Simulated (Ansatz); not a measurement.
# GaH5OSSi2: how energies converge with the basis set

Aim: see how fast density functionals converge with the basis set for GaH5OSSi2.

Program: Ansatz 0.2.0, Gaussian basis. Level of theory: one geometry, several basis sets. These are calculated values, not measurements.

The runs, in order: PBE0-D4/def2-SVP; ωB97M-V/def2-SVP; PBE0-D4/def2-QZVPP; ωB97M-V/def2-QZVPP; the functionals' def2-TZVPP values are taken from earlier runs.

**1. Structure used throughout**

All runs share one geometry, relaxed beforehand with PBE0-D4 in a triple-zeta def2 set.

SMILES `[SiH3][Ga]1[O][SiH2][S]1`, 10 atoms, charge 0, spin multiplicity 1.

Atoms are counted from 1 here; the program's logs count them from 0.

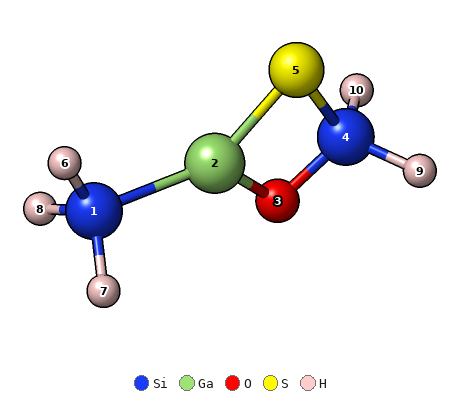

The geometry (silicon blue, gallium green, oxygen red, sulfur yellow, hydrogen pink); atoms are numbered from 1 in the order of the file.

**2. PBE0-D4 in def2-SVP**

in.yaml reads:

```yaml
crystal:
  periodic: [false, false, false]
  atoms:
    - {symbol: Si, position_ang: [-2.330595, -0.894650, -0.261703]}
    - {symbol: Ga, position_ang: [-0.187250, 0.141975, -0.101743]}
    - {symbol: O, position_ang: [1.370823, -0.563546, 0.565943]}
    - {symbol: Si, position_ang: [2.318410, 0.757453, 0.310561]}
    - {symbol: S, position_ang: [0.827125, 2.059918, -0.565719]}
    - {symbol: H, position_ang: [-3.299017, 0.064063, -0.848940]}
    - {symbol: H, position_ang: [-2.774878, -1.294562, 1.097578]}
    - {symbol: H, position_ang: [-2.220550, -2.096447, -1.126970]}
    - {symbol: H, position_ang: [2.864165, 1.329374, 1.567219]}
    - {symbol: H, position_ang: [3.431775, 0.496432, -0.636225]}
basis:
  gaussian: {orbitals: def2-SVP}
hamiltonian: {xc: pbe0, dispersion: d4}
output: {orbitals: {seedname: orbitals}}
```

Launch:

```sh
> ansatz run in.yaml --threads 2 --pin off --events-out ev --progress --plain --max-ram 22528MiB --backend cpu
```

The runs that follow: ωB97M-V in def2-SVP; PBE0-D4 in def2-QZVPP; ωB97M-V in def2-QZVPP.

Q: Predict the results of all the runs planned. Wanted: PBE0-D4: double and triple zeta above quadruple; ωB97M-V: double and triple zeta above quadruple.

**Answer**, as computed:

| quantity | value |
| --- | --- |
| PBE0-D4: double and triple zeta above quadruple | 20.90, 2.16 eV |
| ωB97M-V: double and triple zeta above quadruple | 20.82, 2.06 eV |

In words: For PBE0-D4 the step from double to triple zeta gains 18.75 eV and the next only 2.16 eV. Total energies overstate the basis error of differences, where much of it tends to cancel.
